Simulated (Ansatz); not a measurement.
# HfCdS3 (model cell, started as cubic perovskite with Hf in the octahedra): the cell at rest

Task: relax HfCdS3 (model cell, started as cubic perovskite with Hf in the octahedra) tightly.

Main program and level: Ansatz 0.2.0; DFT PBEsol, scalar-relativistic, plane waves, PAW; PAW set soft_1.

The structure was built from a prototype and need not be the compound's stable phase.

### 1. The starting structure

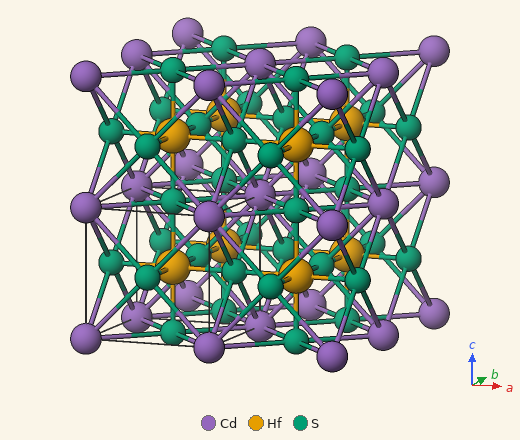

The cell as given, slightly off an axis (cadmium purple, hafnium orange, sulfur teal). 2×2×2 cells are drawn. Some periodic images of atoms are drawn too.

### 2. Probe on a coarse mesh

A quick single point on a coarse mesh tells whether the cell has a gap and how far it is from rest, which sets the k mesh and smearing that follow.

input.yaml reads:

```yaml
crystal:
  lattice:
    - [4.998, 0.0, 0.0]
    - [0.0, 4.998, 0.0]
    - [0.0, 0.0, 4.998]
  atoms:
    - { symbol: Cd, position: [0.0, 0.0, 0.0] }
    - { symbol: Hf, position: [0.5, 0.5, 0.5] }
    - { symbol: S, position: [0.5, 0.5, 0.0] }
    - { symbol: S, position: [0.5, 0.0, 0.5] }
    - { symbol: S, position: [0.0, 0.5, 0.5] }
kpoints:
  mp_grid: { grid: [4, 4, 4] }
hamiltonian:
  xc: pbesol
  pseudopotentials: { kind: paw, azcp: { folder: soft_1 }, xc_functional: pbe }
scf:
  occupations: { method: gaussian, width: 0.1 }
output:
  forces: true
  stress: true
  eigenvalues: true
```

Run with:

```bash
ansatz run input.yaml --threads 4 --pin off --max-ram 16384MiB --backend cpu --events-out ev --progress --plain --runs-dir out
```

Numbers of over 12 decimals in the logs are rounded to 6 here.

Log:

```text
Engine: ansatz 0.2.0, aarch64-unknown-linux-gnu
Pseudopotentials: kind: paw
Pseudopotential: Cd, paw, valence charge 20, recommended cutoff 420 eV (normal), soft_1/Cd.paw.azcp
Pseudopotential: Hf, paw, valence charge 26, recommended cutoff 420 eV (normal), soft_1/Hf.paw.azcp
Pseudopotential: S, paw, valence charge 6, recommended cutoff 420 eV (normal), soft_1/S.paw.azcp
Functional definition: PBEsol
[...]
k-point 0: bands = [... 28 lower, 6.2812, 6.2812, 6.7451, 6.7451, 6.7451, 8.2326, 8.2326, 8.2326, ... 1 higher]
  k-point 1: bands = [... 28 lower, 5.5762, 6.1181, 6.6449, 6.6449, 7.2095, 8.2588, 9.5192, 9.5192, ... 1 higher]
  k-point 2: bands = [... 28 lower, 4.7899, 5.9701, 6.6937, 6.6937, 8.2821, 8.2857, 10.3011, 10.7009, ... 1 higher]
  k-point 9: bands = [... 28 lower, 3.5136, 5.7542, 7.4309, 7.4309, 7.4309, 11.1434, 11.1434, 11.1434, ... 1 higher]
[key lines of the parts left out:]
SCF converged after 10 iterations
Free energy (F): -26440.412233 eV
Fermi energy:    7.123858 eV
P = ⅓ Tr σ = -4.6807 GPa (-46.807 kbar)
```

The job ended after 1.1 s (4 threads of Arm Neoverse V2, shared host; peak memory 0.43 GiB; 3.7 s of CPU time).

This step gave:

```yaml
pressure: -4.681 GPa
volume_per_atom: 24.97 Å³
gap_on_the_k_mesh: 0 eV
```

The coarse mesh shows no gap and a pressure of -4.7 GPa.

### 3. Relaxation

Harmonic phonons are second derivatives at a point where the forces vanish, and they are wanted at zero stress, so atoms and cell are relaxed first.

Changes to input.yaml since step 2:

```diff
@@ -12,3 +12,3 @@
 kpoints:
-  mp_grid: { grid: [4, 4, 4] }
+  mp_grid: { grid: [8, 8, 8] }
 hamiltonian:
@@ -22 +22,10 @@
   eigenvalues: true
+  write_density: true
+  write_potential: true
+  elf: true
+  volumetric_format: npy
+relax:
+  adjacent_minimum: "off"
+  f_tol: 0.005
+  max_steps: 80
+  cell: { stress_tol: 0.05 }
```

Log:

```text
[...]
Crystal: 5 atoms, lattice volume = 124.850 Å³
Basis set: ecut = 420 eV, 2469 PW (Γ), exchange–correlation on 72×72×72 points (8 copies of the dense FFT grid, shifted against one another)
Bands: 39, of which v1, the nominal top of the filled ones, is band 32 counted from 1 (31 counted from 0)
Symmetry: 48 space group operations
[...]
k-points: 35 of 512
[...]
SCF iter   1: F=—  HF=-26442.089497 eV  |F-HF|=—  |Δ(HF+E_count)|=         —  Δρ=4.67e-2  dr2=6.75e0  ethr=3.10e-3  ⟨swp⟩=6.7  Hψ=5693  notcnv=0
[...]
SCF iter  10: F=-26440.449097 eV  HF=-26440.449097 eV  |F-HF|=7.00e-9  |Δ(HF+E_count)|=   1.15e-9  Δρ=2.44e-6  dr2=1.31e-8  ethr=1.56e-10  ⟨swp⟩=16.5  Hψ=10188  notcnv=0
SCF 1 converged in 10 iterations: F = -26440.449097 eV  dr2 = 1.31e-8
[...]
relax step   1: F+E_penalty+E_count = -26440.44909697 eV  Δ(F+E_penalty+E_count) = +0.000e0 eV  max|allowed force component| = 1.005e-28 eV/Å  Δτ_max = 0.0000 Å  P = -4.707 GPa  Ω = 124.850 Å³  (10 SCF iters, dr2 threshold 1.00e-7 eV, accepted)
Crystal: 5 atoms, lattice volume = 114.749 Å³
Basis set: ecut = 420 eV, 2205 PW (Γ), exchange–correlation on 72×72×72 points (8 copies of the dense FFT grid, shifted against one another)
[...]
iter 1 solved again at ethr=2.87e-4 eV; its pass at ethr=3.10e-3 eV (dr2=1.84e-1 eV) is discarded
[...]
SCF iter   9: F=-26440.574736 eV  HF=-26440.574736 eV  |F-HF|=3.24e-8  |Δ(HF+E_count)|=   2.02e-8  Δρ=7.06e-6  dr2=5.78e-8  ethr=7.81e-10  ⟨swp⟩=14.8  Hψ=10833  notcnv=0
SCF 2 converged in 9 iterations: F = -26440.574736 eV  dr2 = 5.78e-8
relax step   2: F+E_penalty+E_count = -26440.57473562 eV  Δ(F+E_penalty+E_count) = -1.256e-1 eV  max|allowed force component| = 1.054e-28 eV/Å  Δτ_max = 0.0000 Å  P = +1.236 GPa  Ω = 114.749 Å³  energy of the carried Pulay correction = +1.925e-3 eV  (9 SCF iters, dr2 threshold 5.00e-7 eV, accepted)
Crystal: 5 atoms, lattice volume = 116.713 Å³
Basis set: ecut = 420 eV, 2301 PW (Γ), exchange–correlation on 72×72×72 points (8 copies of the dense FFT grid, shifted against one another)
[...]
SCF iter   6: F=-26440.580931 eV  HF=-26440.580931 eV  |F-HF|=1.31e-8  |Δ(HF+E_count)|=   8.03e-7  Δρ=6.61e-6  dr2=5.95e-8  ethr=7.81e-10  ⟨swp⟩=10.4  Hψ=11503  notcnv=0
SCF 3 converged in 6 iterations: F = -26440.580931 eV  dr2 = 5.95e-8
relax step   3: F+E_penalty+E_count = -26440.58093141 eV  Δ(F+E_penalty+E_count) = -6.196e-3 eV  max|allowed force component| = 4.099e-29 eV/Å  Δτ_max = 0.0000 Å  P = -0.142 GPa  Ω = 116.713 Å³  energy of the carried Pulay correction = +1.538e-3 eV  (6 SCF iters, dr2 threshold 5.00e-7 eV, accepted)
[...]
relax step   4: F+E_penalty+E_count = -26440.58106518 eV  Δ(F+E_penalty+E_count) = -1.338e-4 eV  max|allowed force component| = 6.290e-29 eV/Å  Δτ_max = 0.0000 Å  P = -0.004 GPa  Ω = 116.507 Å³  energy of the carried Pulay correction = +1.578e-3 eV  (5 SCF iters, dr2 threshold 5.05e-8 eV, accepted)
[...]
SCF iter   1: F=—  HF=-26440.579544 eV  |F-HF|=—  |Δ(HF+E_count)|=         —  Δρ=7.86e-5  dr2=1.02e-6  ethr=7.65e-7  ⟨swp⟩=3.6  Hψ=9083  notcnv=0
eigensolver tolerance schedule: the retry pair's looser diagonalisation over-reported the residual by 481.39 of it (diagonalisation noise at 0.13 of the residual, at the tolerance the schedule requests for it); recorded, not acted on — ethr = c·dr2/N_el stays at c = 1.0e-1
[...]
SCF iter   2: F=—  HF=-26440.579546 eV  |F-HF|=—  |Δ(HF+E_count)|=   2.04e-6  Δρ=6.08e-5  dr2=2.88e-6  ethr=1.59e-9  ⟨swp⟩=3.0  Hψ=3153  notcnv=0
[...]
SCF iter   6: F=-26440.579541 eV  HF=-26440.579541 eV  |F-HF|=6.18e-11  |Δ(HF+E_count)|=  6.18e-11  Δρ=2.61e-7  dr2=3.02e-11  ethr=1.00e-12  ⟨swp⟩=7.6  Hψ=7427  notcnv=0
SCF 5 converged in 6 iterations: F = -26440.579541 eV  dr2 = 3.02e-11
relax step   5: F+E_penalty+E_count = -26440.57954149 eV  Δ(F+E_penalty+E_count) = +1.524e-3 eV  max|allowed force component| = 5.585e-29 eV/Å  Δτ_max = 0.0000 Å  P = -0.006 GPa  Ω = 116.507 Å³  stress off target by 5.74e-3 GPa  SCF on the basis re-selected at this cell (its energy is not comparable with the rows above)  (6 SCF iters)
basis re-selected at this cell: Δ(F+E_penalty+E_count) = +1.524e-3 eV, ΔP = -0.002 GPa vs the last step (what re-selecting the basis moved, of the pressure what is left beyond the Pulay correction that the steps carried, after the strain that the cell walked since its last selection, with what the two solves' SCF thresholds leave and, on support functions, any second-order correction that the steps lacked; it is no m [...]
SCF converged after 6 iterations
Free energy (F): -26440.579541 eV
[...]
Internal energy: -26440.560465 eV  (E = F + TS)
E sigma→0 (E₀):  -26440.570003 eV
Entropy (-TS):   -0.019076 eV (-3.815 meV/atom)
Fermi energy:    8.090774 eV
[...]
--- Stress (GPa, compression-positive) ---
       -0.005744       0.000000       0.000000
        0.000000      -0.005744       0.000000
        0.000000       0.000000      -0.005744
  P = ⅓ Tr σ = -0.0057 GPa (-0.057 kbar)
--- Band table (eV; the first three rows and the last of 35) ---
  k-point 0: bands = [... 28 lower, 7.0568, 7.0568, 7.6698, 7.6698, 7.6698, 9.0397, 9.0397, 9.0397, ... 3 higher]
  k-point 1: bands = [... 28 lower, 6.8257, 7.0012, 7.5582, 7.5582, 7.5951, 9.0481, 9.5356, 9.5356, ... 3 higher]
  k-point 2: bands = [... 28 lower, 6.3068, 6.8748, 7.5356, 7.5356, 8.1746, 9.0685, 10.4817, 10.4817, ... 3 higher]
  k-point 34: bands = [... 28 lower, 4.1820, 6.6075, 8.3348, 8.3348, 8.3348, 12.2648, 12.2648, 12.2648, ... 3 higher]
--- Relaxed structure (4 steps of the walk, 4 accepted, 1 SCFs on fresh bases) ---
  F+E_penalty+E_count = -26440.57954149 eV   max|allowed force component| = 5.585e-29 eV/Å   (the final SCF, on the basis selected at the relaxed cell)
  cell:  # Å, volume = 116.5074 Å³
    - [4.884100, 0, 0]
    - [0, 4.884100, 0]
    - [0, 0, 4.884100]
  atoms:
    - { symbol: Cd, position: [0, 0, 0] }
    - { symbol: Hf, position: [0.500000, 0.500000, 0.500000] }
    - { symbol: S, position: [0.500000, 0.500000, 0] }
    - { symbol: S, position: [0.500000, 0, 0.500000] }
    - { symbol: S, position: [0, 0.500000, 0.500000] }
```

The job ended after 13 s (4 threads; peak memory 0.55 GiB; 51 s of CPU time).

Step by step:

| step | energy less that of the first step (eV) | largest force component (eV/Å) | pressure (GPa) | volume (Å³) |
| --- | --- | --- | --- | --- |
| 1 | 0.0000 | 0.0000 | -4.71 | 124.85 |
| 2 | -0.1256 | 0.0000 | 1.24 | 114.75 |
| 3 | -0.1318 | 0.0000 | -0.14 | 116.71 |
| 4 | -0.1320 | 0.0000 | 0.00 | 116.51 |
| 5* | -0.1304 | 0.0000 | -0.01 | 116.51 |

Relaxation steps marked * repeat the geometry before them on a plane-wave basis chosen anew for their cell, so energy and pressure can jump there.

Forces are held to the 48 operations that the run works with; a distortion that breaks them can't arise in this run.

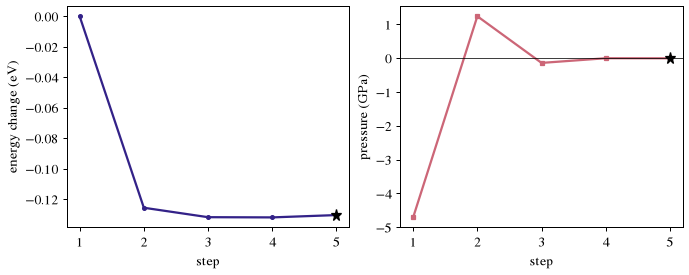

Energy and pressure along the relaxation. Stars mark steps on a basis chosen anew.

| conventional cell, symmetrised | before | after | change |
| --- | --- | --- | --- |
| a (Å) | 4.998 | 4.884 | -2.3 % |
| b (Å) | 4.998 | 4.884 | -2.3 % |
| c (Å) | 4.998 | 4.884 | -2.3 % |
| volume (Å³/atom) | 24.97 | 23.30 | -6.7 % |

Final coordinates:

```xyz
5
Lattice="4.8841 0.0000 0.0000 0.0000 4.8841 0.0000 0.0000 0.0000 4.8841" Properties=species:S:1:pos:R:3 pbc="T T T"
Cd    0.0000    0.0000    0.0000
Hf    2.4421    2.4421    2.4421
S     2.4421    2.4421    0.0000
S     2.4421    0.0000    2.4421
S     0.0000    2.4421    2.4421
```

Numbers from this step:

```yaml
pressure: -0.005744 GPa
volume_per_atom: 23.30 Å³
```

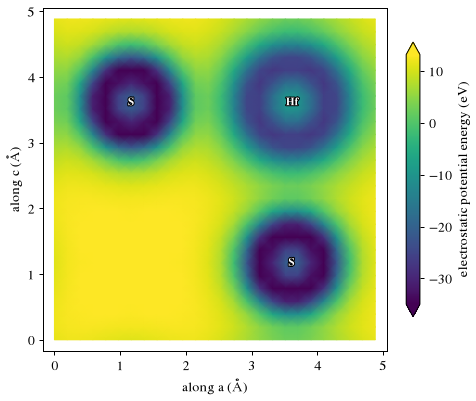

Electrostatic potential energy in the ac plane at fractional y = 0.500, with atoms of Hf and S within 0.2 Å of it. With pseudopotentials it is smooth inside the atoms' cores, unlike the true potential. The map starts off the cell's origin, so that atoms lie inside it.

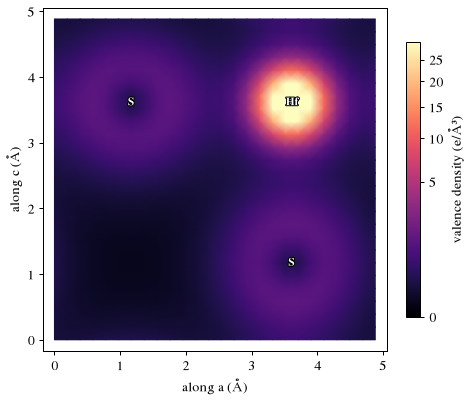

Valence density in the ac plane at fractional y = 0.500, with atoms of Hf and S within 0.2 Å of it. It is the smooth field of the valence electrons, not physical close to the nuclei. The map starts off the cell's origin, so that atoms lie inside it. The colour scale is stretched toward low values.

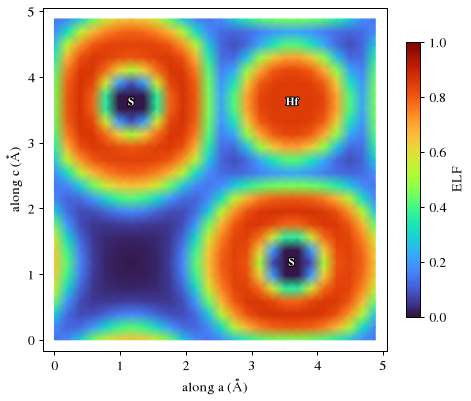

ELF in the ac plane at fractional y = 0.500, with atoms of Hf and S within 0.2 Å of it. It is the smooth field of the valence electrons, not physical close to the nuclei. The map starts off the cell's origin, so that atoms lie inside it.

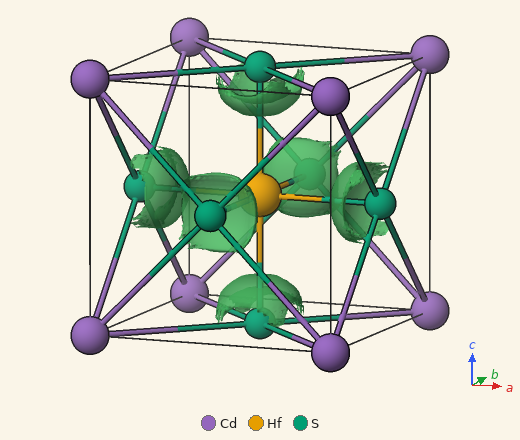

Surface of ELF = 0.85.

In this step the volume went from 24.97 to 23.30 Å³/atom.

### 4. Tight relaxation

Phonons need a cell at rest on their own settings, so the relaxation is repeated with tight tolerances on forces and stress, using the mesh and the filling of the phonon run that follows.

input.yaml, the sections that differ from step 3:

```yaml
crystal:
  lattice:
    - [4.8841001218, 0.0, 0.0]
    - [0.0, 4.8841001218, 0.0]
    - [0.0, 0.0, 4.8841001218]
  atoms:
    - { symbol: Cd, position: [0.0, 0.0, 0.0] }
    - { symbol: Hf, position: [0.5, 0.5, 0.5] }
    - { symbol: S, position: [0.5, 0.5, 0.0] }
    - { symbol: S, position: [0.5, 0.0, 0.5] }
    - { symbol: S, position: [0.0, 0.5, 0.5] }
scf:
  occupations: { method: methfessel_paxton, width: 0.2 }
output:
  forces: true
  stress: true
  eigenvalues: true
relax:
  adjacent_minimum: "off"
  f_tol: 0.001
  max_steps: 60
  cell: { stress_tol: 0.01 }
# kpoints, hamiltonian: as in step 3
```

Log:

```text
[...]
Crystal: 5 atoms, lattice volume = 116.507 Å³
Basis set: ecut = 420 eV, 2301 PW (Γ), exchange–correlation on 72×72×72 points (8 copies of the dense FFT grid, shifted against one another)
Bands: 39, of which v1, the nominal top of the filled ones, is band 32 counted from 1 (31 counted from 0)
[... 1 set-up line as in the run before ...]
[...]
k-points: 35 of 512
[...]
--- Relaxed structure (2 steps of the walk, 2 accepted, 1 SCFs on fresh bases) ---
[...]
cell:  # Å, volume = 116.4808 Å³
    - [4.883728, 0, 0.0]
    - [0, 4.883728, 0]
    - [0.0, 0, 4.883728]
  atoms:
    - { symbol: Cd, position: [0, 0, 0] }
    - { symbol: Hf, position: [0.5, 0.5, 0.5] }
    - { symbol: S, position: [0.5, 0.5, 0] }
    - { symbol: S, position: [0.5, 0, 0.5] }
    - { symbol: S, position: [0, 0.5, 0.5] }
[key lines of the parts left out:]
SCF converged after 7 iterations
Free energy (F): -26440.574053 eV
Fermi energy:    8.091069 eV
P = ⅓ Tr σ = 0.0026 GPa (0.026 kbar)
```

Elapsed: 7.3 s, on 4 threads; peak memory 0.52 GiB.

Little changed from the start: no atom moved by 0.005 Å and no cell edge by 0.1 %.

Numbers from this step:

| Property | Result |
| --- | --- |
| pressure | 0.002640 GPa |

The forces vanish by symmetry and the pressure is 0.003 GPa, within the tolerances set. The cell now holds 23.30 Å³/atom.

### 5. Outcome

| Item | Value |
| --- | --- |
| space group after relaxation (within 0.01 Å) | Pm-3m |
| lattice constant a | 4.884 Å |
| lattice constant b | 4.884 Å |
| lattice constant c | 4.884 Å |
| volume per atom | 23.3 Å³ |

The forces vanish by symmetry and the pressure is 0.003 GPa, within the tolerances set. The cell now holds 23.30 Å³/atom. The relaxation keeps the symmetry of its start, so it says nothing on stability against lower symmetry. Spin-orbit coupling is left out, which can matter for the heavy elements here. The PAW files were made for PBE and serve the other functionals too. The starting cell was built on a prototype and not taken from a measurement, so the phase need not exist.

[Logs are printed without paths, hosts, clocks, repeated set-up lines and the standing remarks that a program may print on its own settings, such as how far it seeks lower states.]

[Hosts, paths, dates, database ids (printed as entryN), source tags and the programs' standing remarks are cut or masked in the printed files.]
